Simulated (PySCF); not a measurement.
## A study: GaH3, SMILES `[GaH3]`

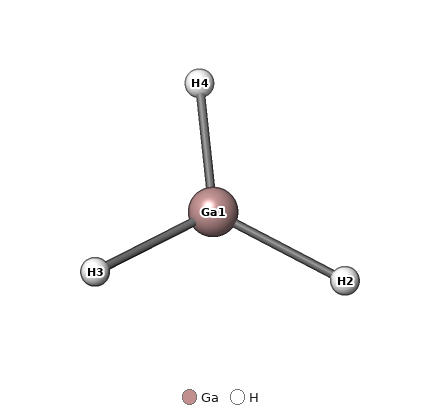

The molecule, with its atoms numbered as below. No frequency check shows the geometry to be a minimum.

Cartesian coordinates (Å):

```
Ga1      0.0000    0.0000    0.0000
H2       0.0697    1.5649    0.0000
H3       1.3204   -0.8428    0.0000
H4      -1.3901   -0.7221    0.0000
```

Part 1: Bonding charge

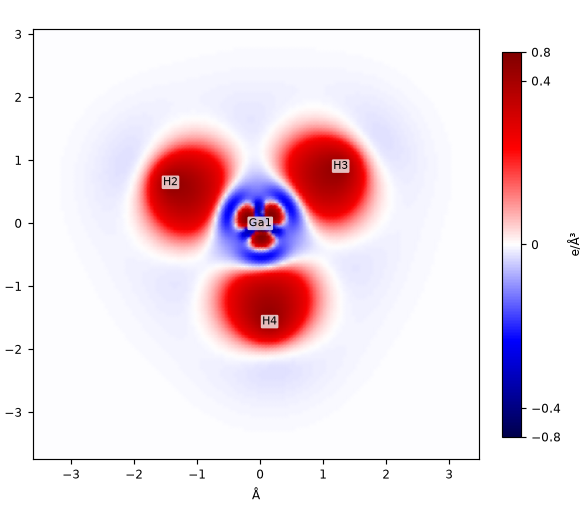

Deformation density (molecule less spherical, spin-averaged free atoms) in the molecular plane; colour scale in e/Å³, logarithmic beyond ±0.1; red: gain, blue: loss.

Level of theory: BP86/def2-SVP (PySCF), at a geometry from GFN2-xTB.

Q: Describe the bonding that the map shows.

A: Ga1–H2, Ga1–H4 and Ga1–H3: +0.20 e/Å³ at the bond critical point (bond length 1.57 Å, Mayer order 0.9). In all, 0.8 electrons gather in the regions of gain relative to the promolecule.

Part 2: Local ionisation energy

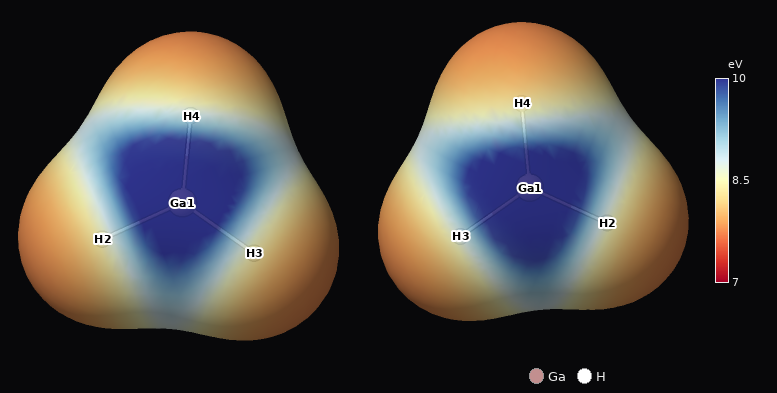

Average local ionisation energy on the surface of electron density 0.001 a.u. (back view left, front view right).

Q: Locate the minima of the map.

A: The lowest value is 7.8 eV, 1.5 Å from H2, and at like points elsewhere. For comparison, the highest occupied orbital lies at −7.4 eV.

Part 3: Localised orbitals

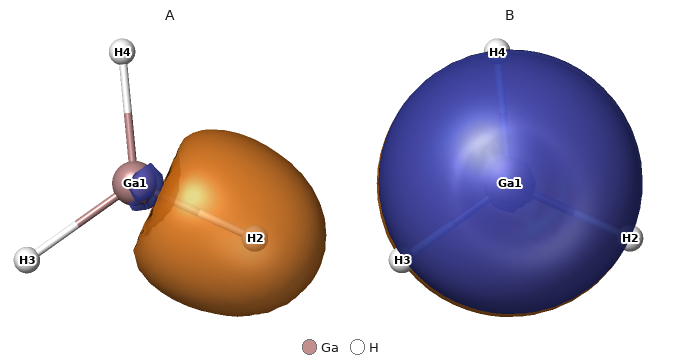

Intrinsic bond orbitals (IBO), occupied and valence-virtual; each surface holds about 70 % of the orbital's density. Energies are diagonal elements of the Fock matrix.

Computed with PySCF, B3LYP/def2-TZVP, geometry: GFN2-xTB.

Q: What does each orbital represent in a Lewis picture?

A: By panel:
- A: σ bond H2–Ga1 (H2 56 %, Ga1 43 %; −10.0 eV)
- B: empty orbital on Ga1 (Ga1 100 %; −2.1 eV)

Q: How do all the valence pairs divide up?

A: 8 pairs: 5 d pairs and 3 σ bonds.

Part 4: Stretching a bond

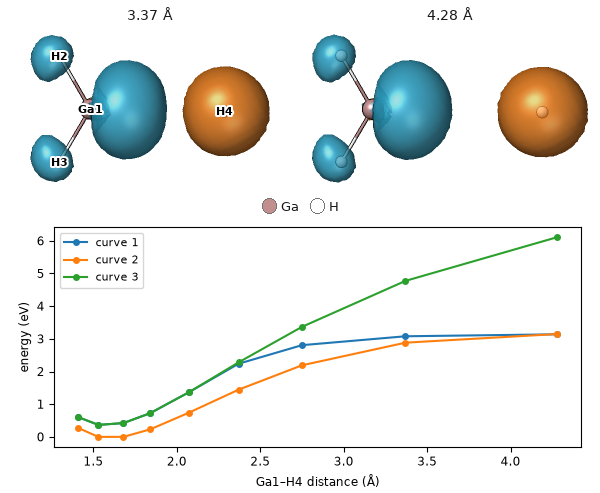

Rigid stretch of the Ga1–H4 bond. Broken-symmetry UHF spin density at ±0.03 e/Å³ (light blue: α, orange: β). Below: energies along the scan, from the lowest point of the three curves.

Level of theory: aug-cc-pVDZ basis (PySCF), at a geometry from GFN2-xTB.

Q: How does the broken-symmetry solution share the spin, and how far is it from a pure singlet?

A: At 4.28 Å excess α spin lies mostly on Ga1 and excess β on H4; the two could be swapped at no cost. ⟨S²⟩ is 0.93 at 3.37 Å and 1.00 at 4.28 Å, against 0 for a pure singlet and 1 for an equal mix of singlet and triplet.

Q: Which curve is which method?

A: Curve 1 is UHF. Curve 2 is CASSCF(2,2). Curve 3 is RHF. RHF rises too steeply because it keeps both electrons in one orbital and so mixes in ionic fragments.

Q: Where does the UHF solution part from RHF?

A: Between 2.07 Å (⟨S²⟩ = 0, the two coincide) and 2.37 Å (⟨S²⟩ = 0.23); at 4.28 Å ⟨S²⟩ is 1.00 and UHF lies 3.0 eV below RHF.

Q: How much energy does the stretch cost?

A: By CASSCF, 3.1 eV from the lowest point of the scan (1.53 Å) to 4.28 Å; RHF gives 5.7 eV from its own lowest point. The fragments aren't relaxed and dynamic correlation is missing, so this isn't a bond dissociation energy.

The PySCF runs shown took 2.7 s, 2.4 s and 58 s on 1 thread of Arm Neoverse V2, with other jobs on the host.
